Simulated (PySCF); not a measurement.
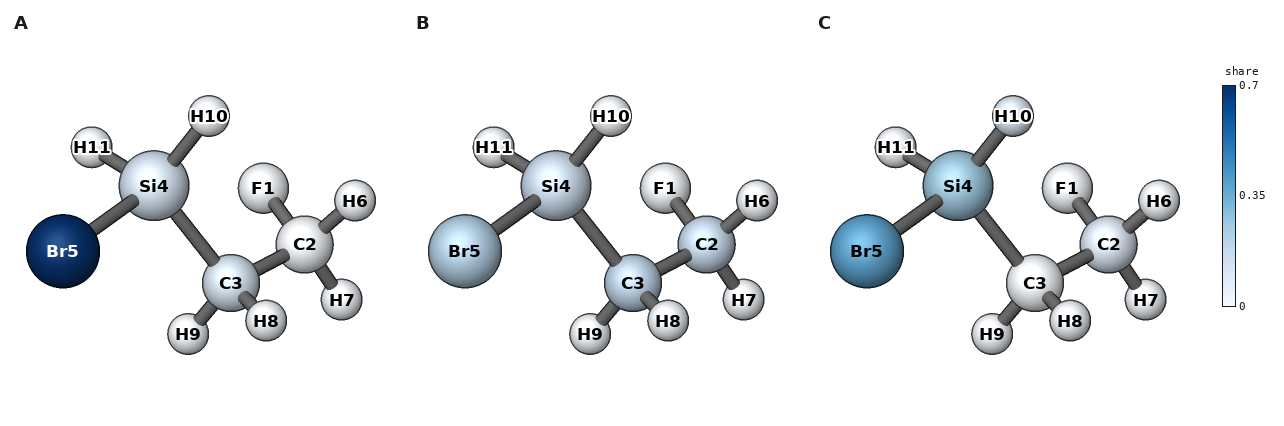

Each panel colours the atoms by their Löwdin share in one orbital (up to four of the largest shares; other atoms are shown as zero). Computed geometry: GFN2-xTB optimisation. No frequency run is at hand to confirm it as a minimum. Computed with ωB97X-D/def2-SVPD (PySCF 2.14.0).

Question: The panels show the HOMO−2, HOMO, LUMO, in some order. Which is which?

Answer: A: HOMO, −10.07 eV; Br5 0.69, Si4 0.10, C3 0.10
B: HOMO−2, −11.45 eV; Br5 0.21, C3 0.18, C2 0.15, Si4 0.13
C: LUMO, 1.53 eV; Br5 0.37, Si4 0.25, C2 0.08, H10 0.08

The geometry is semi-empirical. Around Br, Si such bond lengths and angles can be off by a tenth of an ångström or more and by several degrees, and values that hang on the shape move with them.
